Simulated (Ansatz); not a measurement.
# C$_{3}$H$_{9}$ClGe: nudged elastic band

The run: nudged elastic band of C$_{3}$H$_{9}$ClGe, SMILES C[C](C)(Cl)[GeH3]. Method and program: RKS PBE/def2-SVP (Ansatz 0.2.0).

One setting was made poor on purpose. It belongs to a series of runs on one base structure; here: band between the two ends. Figures and captions count atoms from 1; the log counts them from 0 in places.

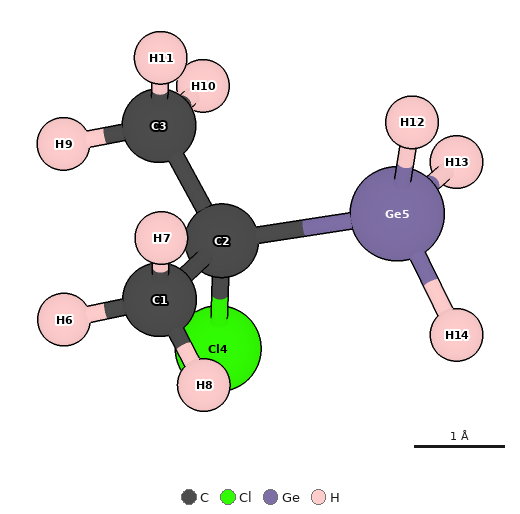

Fig. 1: The starting structure (ball-and-stick view, seen at a tilt; atoms are numbered from 1 in the order of the input). Sticks mark near contacts. Bond lengths as drawn: C–C 1.53 Å, C–Cl 1.85 Å, C–Ge 2.00 Å, C–H 1.11 Å and Ge–H 1.55 to 1.56 Å.

### Summary

```json
{"quantity": "outcome", "value": "converged"}
{"quantity": "barrier, forward", "value": "0.136 eV"}
{"quantity": "barrier, backward", "value": "0.136 eV"}
{"quantity": "hardware", "value": "2 threads of AMD EPYC (Zen 4), 16 GiB of memory available, shared host"}
{"quantity": "wall time", "value": "29 s (CPU time 55 s)"}
{"quantity": "peak memory", "value": "0.21 GiB"}
```

### Remarks

A deliberately poor setting: few images. The order of the saddle point was not checked.

### Input
```yaml
crystal:
  periodic: [false, false, false]
  atoms:
    - { symbol: C, position_ang: [-1.470719, 0.321892, 0.370971] }
    - { symbol: C, position_ang: [-0.04179, 0.362498, -0.163377] }
    - { symbol: C, position_ang: [0.964735, 0.828058, 0.885049] }
    - { symbol: Cl, position_ang: [0.004853, 1.56169, -1.568651] }
    - { symbol: Ge, position_ang: [0.494474, -1.384551, -0.982866] }
    - { symbol: H, position_ang: [-1.771583, 1.319546, 0.755317] }
    - { symbol: H, position_ang: [-1.543984, -0.404668, 1.208117] }
    - { symbol: H, position_ang: [-2.194917, 0.023483, -0.412125] }
    - { symbol: H, position_ang: [0.688001, 1.831135, 1.273493] }
    - { symbol: H, position_ang: [1.990362, 0.891306, 0.47177] }
    - { symbol: H, position_ang: [0.97735, 0.119999, 1.740931] }
    - { symbol: H, position_ang: [0.506545, -2.485601, 0.119138] }
    - { symbol: H, position_ang: [1.91313, -1.247516, -1.588698] }
    - { symbol: H, position_ang: [-0.529458, -1.76647, -2.080269] }
basis:
  gaussian: { orbitals: def2-SVP }
hamiltonian:
  xc: pbe
neb:
  order_check: false
  images: 2
  f_tol: 0.05
  max_iterations: 60
  initial_path: idpp
  climbing: false
  final_atoms:
    - { symbol: C, position_ang: [-1.47642935, 0.30650003, 0.36069948] }
    - { symbol: C, position_ang: [-0.05383918, 0.34807768, -0.18970085] }
    - { symbol: C, position_ang: [0.94610421, 0.91912778, 0.8115468] }
    - { symbol: Cl, position_ang: [-0.0530178, 1.44092611, -1.68009067] }
    - { symbol: Ge, position_ang: [0.52725198, -1.43884931, -0.8830674] }
    - { symbol: H, position_ang: [-1.52021372, -0.35733735, 1.25032742] }
    - { symbol: H, position_ang: [-2.19777029, -0.07081354, -0.39027098] }
    - { symbol: H, position_ang: [-1.8040166, 1.32093075, 0.67264056] }
    - { symbol: H, position_ang: [0.64168836, 1.93906576, 1.12897347] }
    - { symbol: H, position_ang: [1.96580166, 0.98330118, 0.38408647] }
    - { symbol: H, position_ang: [0.98713364, 0.27567594, 1.71616619] }
    - { symbol: H, position_ang: [0.56737447, -2.45772243, 0.2949493] }
    - { symbol: H, position_ang: [1.94272454, -1.31144488, -1.49903463] }
    - { symbol: H, position_ang: [-0.48579292, -1.92663673, -1.94842518] }
```

Run as:
```bash
ansatz run input.yaml --threads 2 --pin off --max-ram 3072MiB --backend cpu --events-out ev --progress --plain --runs-dir out
```

### Log
```
Engine: ansatz 0.2.0, x86_64-unknown-linux-gnu
Functional definition: PBE
  parameter kappa = 0.804
  parameter beta = 0.06672455060314922
  exchange = pbe_x(kappa = kappa, mu = beta*pi^2/3)
  correlation = pbe_c(beta = beta)
1542 factors; their error is unknown
mean field evaluation 1: about -72255.8984 eV, gradient 6.7e1 eV
mean field evaluation 2: about -72233.1440 eV, gradient 1.1e2 eV
mean field evaluation 4: about -72266.7256 eV, gradient 8.9e0 eV
mean field evaluation 8: about -72266.9078 eV, gradient 3.1e-1 eV
mean field evaluation 16: about -72266.8274 eV, gradient 5.5e-4 eV
mean field -72266.82735483 eV, -2655.7569210751 hartree, gradient 3.6e-5 eV, S^2 0.000000; 0 other end points of the search recorded, 0 dependent functions left out
the calculation of the forces begins
reference -72266.82739335 eV, -2655.7569224906 hartree; 38, 38 occupied and 99, 99 virtual orbitals, 1542 factors
1542 factors; their error is unknown
mean field evaluation 32: about -72266.8274 eV, gradient 4.2e-3 eV
mean field -72266.82738331 eV, -2655.7569221218 hartree, gradient 3.8e-5 eV, S^2 0.000000; 0 other end points of the search recorded, 0 dependent functions left out
the calculation of the forces begins
reference -72266.82742180 eV, -2655.7569235363 hartree; 38, 38 occupied and 99, 99 virtual orbitals, 1542 factors
NEB end point (image 0): max|allowed force component| = 1.215e-2 eV/Å (the criterion of neb.relax_end_points is 1.000e-2)
NEB end point (image 3): max|allowed force component| = 6.208e-3 eV/Å (the criterion of neb.relax_end_points is 1.000e-2)
1542 factors; their error is unknown
mean field -72266.65011016 eV, -2655.7504074536 hartree, gradient 5.0e-5 eV, S^2 0.000000; 0 other end points of the search recorded, 0 dependent functions left out
the calculation of the forces begins
reference -72266.65014887 eV, -2655.7504088761 hartree; 38, 38 occupied and 99, 99 virtual orbitals, 1542 factors
1542 factors; their error is unknown
mean field evaluation 64: about -72266.7257 eV, gradient 3.2e-1 eV
mean field -72266.64617216 eV, -2655.7502627348 hartree, gradient 5.1e-5 eV, S^2 0.000000; 0 other end points of the search recorded, 0 dependent functions left out
the calculation of the forces begins
reference -72266.64621107 eV, -2655.7502641648 hartree; 38, 38 occupied and 99, 99 virtual orbitals, 1542 factors
NEB iter   1: max|band force component| = 8.129e-1 eV/Å  barrier→ = 0.1812 eV  barrier← = 0.1812 eV  Δτ_max = 0.0891 Å  (114 SCF iters)
these checks for a lower state are left out or cut short: starts, cluster_reference, orbital_swaps, neighbouring_geometries, increment
1542 factors; their error is unknown
mean field -72266.68578320 eV, -2655.7517184138 hartree, gradient 2.1e-5 eV, S^2 0.000000; 0 other end points of the search recorded, 0 dependent functions left out
the calculation of the forces begins
reference -72266.68582175 eV, -2655.7517198302 hartree; 38, 38 occupied and 99, 99 virtual orbitals, 1542 factors
these checks for a lower state are left out or cut short: starts, cluster_reference, orbital_swaps, neighbouring_geometries, increment
1542 factors; their error is unknown
mean field -72266.68526568 eV, -2655.7516993951 hartree, gradient 2.1e-5 eV, S^2 0.000000; 0 other end points of the search recorded, 0 dependent functions left out
the calculation of the forces begins
reference -72266.68530446 eV, -2655.7517008204 hartree; 38, 38 occupied and 99, 99 virtual orbitals, 1542 factors
NEB iter   2: max|band force component| = 4.424e-1 eV/Å  barrier→ = 0.1421 eV  barrier← = 0.1421 eV  Δτ_max = 0.0284 Å  (59 SCF iters)
these checks for a lower state are left out or cut short: starts, cluster_reference, orbital_swaps, neighbouring_geometries, increment
1542 factors; their error is unknown
mean field evaluation 96: about -72266.6913 eV, gradient 2.1e-5 eV
mean field -72266.69133048 eV, -2655.7519222726 hartree, gradient 2.1e-5 eV, S^2 0.000000; 0 other end points of the search recorded, 0 dependent functions left out
the calculation of the forces begins
reference -72266.69136900 eV, -2655.7519236881 hartree; 38, 38 occupied and 99, 99 virtual orbitals, 1542 factors
these checks for a lower state are left out or cut short: starts, cluster_reference, orbital_swaps, neighbouring_geometries, increment
1542 factors; their error is unknown
mean field -72266.69054703 eV, -2655.7518934812 hartree, gradient 2.1e-5 eV, S^2 0.000000; 0 other end points of the search recorded, 0 dependent functions left out
the calculation of the forces begins
reference -72266.69058584 eV, -2655.7518949076 hartree; 38, 38 occupied and 99, 99 virtual orbitals, 1542 factors
NEB iter   3: max|band force component| = 1.127e-1 eV/Å  barrier→ = 0.1368 eV  barrier← = 0.1368 eV  Δτ_max = 0.0102 Å  (60 SCF iters)
these checks for a lower state are left out or cut short: starts, cluster_reference, orbital_swaps, neighbouring_geometries, increment
1542 factors; their error is unknown
mean field -72266.69249159 eV, -2655.7519649423 hartree, gradient 2.2e-5 eV, S^2 0.000000; 0 other end points of the search recorded, 0 dependent functions left out
the calculation of the forces begins
reference -72266.69253011 eV, -2655.7519663581 hartree; 38, 38 occupied and 99, 99 virtual orbitals, 1542 factors
these checks for a lower state are left out or cut short: starts, cluster_reference, orbital_swaps, neighbouring_geometries, increment
1542 factors; their error is unknown
mean field -72266.69125103 eV, -2655.7519193528 hartree, gradient 2.1e-5 eV, S^2 0.000000; 0 other end points of the search recorded, 0 dependent functions left out
the calculation of the forces begins
reference -72266.69128986 eV, -2655.7519207797 hartree; 38, 38 occupied and 99, 99 virtual orbitals, 1542 factors
NEB iter   4: max|band force component| = 6.338e-2 eV/Å  barrier→ = 0.1361 eV  barrier← = 0.1361 eV  Δτ_max = 0.0048 Å  (62 SCF iters)
these checks for a lower state are left out or cut short: starts, cluster_reference, orbital_swaps, neighbouring_geometries, increment
1542 factors; their error is unknown
mean field -72266.69269576 eV, -2655.7519724455 hartree, gradient 2.0e-5 eV, S^2 0.000000; 0 other end points of the search recorded, 0 dependent functions left out
the calculation of the forces begins
reference -72266.69273427 eV, -2655.7519738608 hartree; 38, 38 occupied and 99, 99 virtual orbitals, 1542 factors
these checks for a lower state are left out or cut short: starts, cluster_reference, orbital_swaps, neighbouring_geometries, increment
1542 factors; their error is unknown
mean field evaluation 128: about -72266.6914 eV, gradient 4.5e-4 eV
mean field -72266.69144235 eV, -2655.7519263835 hartree, gradient 8.0e-6 eV, S^2 0.000000; 0 other end points of the search recorded, 0 dependent functions left out
the calculation of the forces begins
reference -72266.69148118 eV, -2655.7519278104 hartree; 38, 38 occupied and 99, 99 virtual orbitals, 1542 factors
1542 factors; their error is unknown
mean field -72266.69269576 eV, -2655.7519724455 hartree, gradient 2.0e-5 eV, S^2 0.000000; 1 other end points of the search recorded, 0 dependent functions left out
the calculation of the forces begins
reference -72266.69273427 eV, -2655.7519738608 hartree; 38, 38 occupied and 99, 99 virtual orbitals, 1542 factors
1542 factors; their error is unknown
mean field evaluation 160: about -72266.7729 eV, gradient 3.1e-1 eV
mean field -72266.69144235 eV, -2655.7519263835 hartree, gradient 8.5e-6 eV, S^2 0.000000; 1 other end points of the search recorded, 0 dependent functions left out
the calculation of the forces begins
reference -72266.69148118 eV, -2655.7519278104 hartree; 38, 38 occupied and 99, 99 virtual orbitals, 1542 factors
NEB iter   5: max|band force component| = 1.679e-2 eV/Å  barrier→ = 0.1359 eV  barrier← = 0.1359 eV  Δτ_max = 0.0000 Å  (106 SCF iters)
```

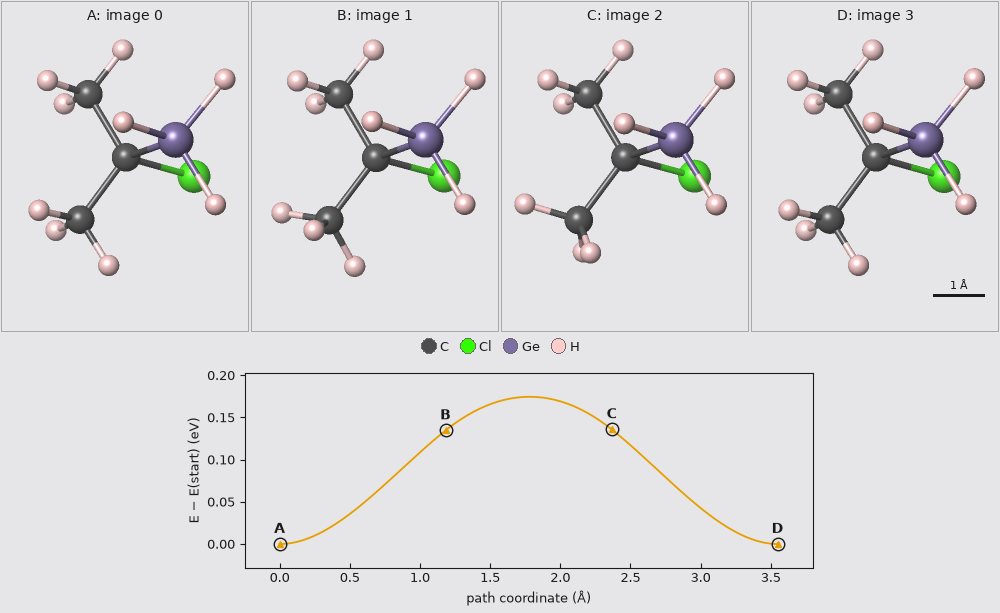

Fig. 2: Images of the last band (counted from 0; ball-and-stick, seen at a tilt) above the energy along the path; the line is a cubic interpolation that uses the forces. The highest image is number 2, 0.136 eV above the start and 0.136 eV above the end; start and end have the same energy. The path is 3.55 Å long. The band converged in 5 iterations.

```
Total energy: -72266.69148118 eV, -2655.7519278104 hartree
Atom 0 at    -1.506827     0.275389     0.308033 Å, force     0.005167    -0.001548    -0.001547 eV/Å
Atom 1 at    -0.067993     0.301657    -0.240782 Å, force    -0.003626     0.003974    -0.007887 eV/Å
Atom 2 at     0.886171     1.101139     0.643320 Å, force    -0.003578     0.007785    -0.005896 eV/Å
Atom 3 at    -0.085601     1.097039    -1.914811 Å, force    -0.002404    -0.022105    -0.001936 eV/Å
Atom 4 at     0.629237    -1.535493    -0.623324 Å, force     0.003611    -0.006516     0.009209 eV/Å
Atom 5 at    -1.507736     0.479373     1.397611 Å, force     0.019359    -0.070067     0.037505 eV/Å
Atom 6 at    -2.016320    -0.695287     0.147965 Å, force    -0.035718    -0.002684    -0.074711 eV/Å
Atom 7 at    -2.123658     1.054904    -0.178855 Å, force     0.013037     0.067816     0.040363 eV/Å
Atom 8 at     0.518406     2.139030     0.787607 Å, force    -0.006576     0.008087    -0.009748 eV/Å
Atom 9 at     1.904055     1.152947     0.210151 Å, force    -0.000862     0.011464    -0.011811 eV/Å
Atom 10 at     0.958971     0.621267     1.642897 Å, force     0.002002     0.012107    -0.006836 eV/Å
Atom 11 at     0.695922    -2.356800     0.698821 Å, force     0.000328     0.001014     0.011055 eV/Å
Atom 12 at     2.046285    -1.433660    -1.241436 Å, force     0.004625    -0.004527     0.012127 eV/Å
Atom 13 at    -0.343913    -2.230704    -1.608397 Å, force     0.004635    -0.004800     0.010112 eV/Å
Dipole moment:    -0.050790    -0.027399     0.355763 e Å
this run last wrote the band of iteration 5 to [file]
```

### The last band as extended XYZ (Å, eV, eV/Å)
```
14
Properties=species:S:1:pos:R:3:forces:R:3 image=0 energy=-72266.82736
C    -1.4707    0.3219    0.3710    0.0001   0.0069   0.0025
C    -0.0418    0.3625   -0.1634    0.0015  -0.0122  -0.0012
C     0.9647    0.8281    0.8850   -0.0042   0.0043   0.0001
Cl    0.0049    1.5617   -1.5687   -0.0001   0.0011   0.0014
Ge    0.4945   -1.3846   -0.9829   -0.0018   0.0101   0.0017
H    -1.7716    1.3195    0.7553   -0.0029   0.0011   0.0010
H    -1.5440   -0.4047    1.2081    0.0037  -0.0014  -0.0013
H    -2.1949    0.0235   -0.4121    0.0008   0.0009   0.0007
H     0.6880    1.8311    1.2735    0.0009   0.0008   0.0003
H     1.9904    0.8913    0.4718    0.0002   0.0019   0.0000
H     0.9774    0.1200    1.7409   -0.0010  -0.0014  -0.0017
H     0.5065   -2.4856    0.1191    0.0000  -0.0044  -0.0007
H     1.9131   -1.2475   -1.5887    0.0035  -0.0040  -0.0001
H    -0.5295   -1.7665   -2.0803   -0.0007  -0.0039  -0.0027
14
Properties=species:S:1:pos:R:3:forces:R:3 image=1 energy=-72266.69270
C    -1.4945    0.2982    0.3410   -0.0031  -0.0053   0.0000
C    -0.0581    0.3423   -0.2125   -0.0007   0.0188  -0.0161
C     0.9330    0.9641    0.7685    0.0007  -0.0129   0.0105
Cl   -0.0329    1.3816   -1.7453    0.0064   0.0129   0.0208
Ge    0.5605   -1.4636   -0.8151    0.0000   0.0013  -0.0072
H    -1.6182    1.0015    1.1897   -0.0153   0.0738  -0.0295
H    -1.7669   -0.7133    0.7070    0.0321  -0.0066   0.0752
H    -2.2280    0.5751   -0.4377   -0.0155  -0.0670  -0.0430
H     0.6241    2.0013    1.0191    0.0055  -0.0069   0.0101
H     1.9587    1.0028    0.3524    0.0061  -0.0099   0.0083
H     0.9586    0.3764    1.7107   -0.0024  -0.0123   0.0023
H     0.6153   -2.4012    0.4295   -0.0047   0.0043  -0.0112
H     1.9757   -1.3495   -1.4346   -0.0032   0.0025  -0.0110
H    -0.4404   -2.0449   -1.8439   -0.0060   0.0074  -0.0093
14
Properties=species:S:1:pos:R:3:forces:R:3 image=2 energy=-72266.69144
C    -1.5068    0.2754    0.3080    0.0052  -0.0015  -0.0015
C    -0.0680    0.3017   -0.2408   -0.0036   0.0040  -0.0079
C     0.8862    1.1011    0.6433   -0.0036   0.0078  -0.0059
Cl   -0.0856    1.0970   -1.9148   -0.0024  -0.0221  -0.0019
Ge    0.6292   -1.5355   -0.6233    0.0036  -0.0065   0.0092
H    -1.5077    0.4794    1.3976    0.0194  -0.0701   0.0375
H    -2.0163   -0.6953    0.1480   -0.0357  -0.0027  -0.0747
H    -2.1237    1.0549   -0.1789    0.0130   0.0678   0.0404
H     0.5184    2.1390    0.7876   -0.0066   0.0081  -0.0097
H     1.9041    1.1529    0.2102   -0.0009   0.0115  -0.0118
H     0.9590    0.6213    1.6429    0.0020   0.0121  -0.0068
H     0.6959   -2.3568    0.6988    0.0003   0.0010   0.0111
H     2.0463   -1.4337   -1.2414    0.0046  -0.0045   0.0121
H    -0.3439   -2.2307   -1.6084    0.0046  -0.0048   0.0101
14
Properties=species:S:1:pos:R:3:forces:R:3 image=3 energy=-72266.82738
C    -1.4967    0.2692    0.3020   -0.0024   0.0028   0.0010
C    -0.0692    0.3161   -0.2351    0.0029  -0.0054  -0.0062
C     0.8816    1.0691    0.6909   -0.0005   0.0036   0.0008
Cl   -0.1015    1.2005   -1.8576   -0.0002   0.0003   0.0010
Ge    0.6183   -1.5120   -0.6788   -0.0005   0.0011   0.0012
H    -1.5200   -0.2724    1.2716   -0.0012  -0.0007  -0.0004
H    -2.1840   -0.2435   -0.3990   -0.0012  -0.0003   0.0003
H    -1.8834    1.2963    0.4730   -0.0002  -0.0008   0.0007
H     0.5177    2.1037    0.8668    0.0000  -0.0007   0.0004
H     1.9035    1.1324    0.2687    0.0017   0.0001   0.0011
H     0.9416    0.5543    1.6735    0.0015   0.0008  -0.0002
H     0.6929   -2.3621    0.6247    0.0003  -0.0015   0.0002
H     2.0352   -1.3892   -1.2924   -0.0006   0.0002   0.0001
H    -0.3489   -2.1917   -1.6796    0.0003   0.0004  -0.0001
```
